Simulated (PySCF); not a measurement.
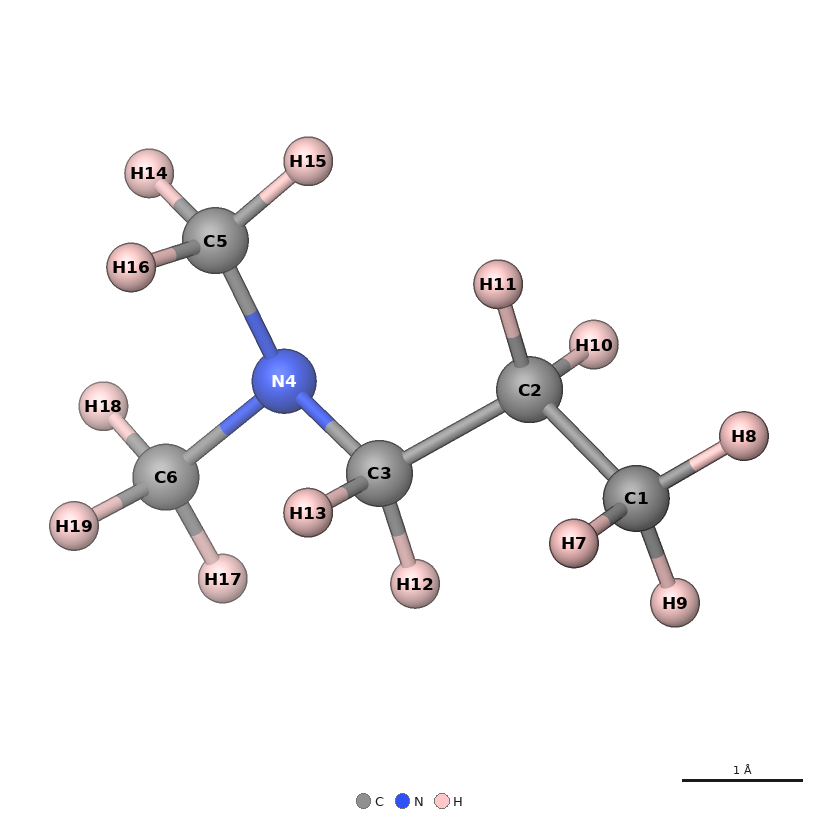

Orthographic view. Depth is shown by fading: the farther an atom, the more it takes the colour of the background. The computed structure is the end point of a PBE0-D3(BJ)/def2-SVP optimisation. No frequency run is at hand to confirm it as a minimum.

Write the connection table.

C1: C2, H7, H8, H9
C2: C1, C3, H10, H11
C3: C2, N4, H12, H13
N4: C3, C5, C6
C5: N4, H14, H15, H16
C6: N4, H17, H18, H19
(terminal hydrogens appear only as neighbours)
